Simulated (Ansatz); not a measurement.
The starting structures come from a database of crystals and need not be the phases stable at ambient conditions.

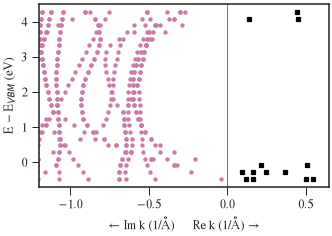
Fig. 1. Complex bands at the centre of the two-dimensional zone; r2SCAN in Ansatz (a quantum-chemistry and plane-wave program)

The gap is the functional's own. No spin-orbit coupling. Mid-gap values are interpolated on the energy grid.

Q: This is KAl(MoO$_{4}$)$_{2}$ (P-3m1, not sure to be the ambient phase, 12 atoms a cell, 16.8 Å³ an atom, -7 GPa at this level) along the normal of (100). Read off the slowest decay at the centre of the two-dimensional zone at 2.00 eV, the computed energy nearest the middle of the gap.

A: κ ≈ 0.56 1/Å, a decay length 1/(2κ) of the density of 0.89 Å.
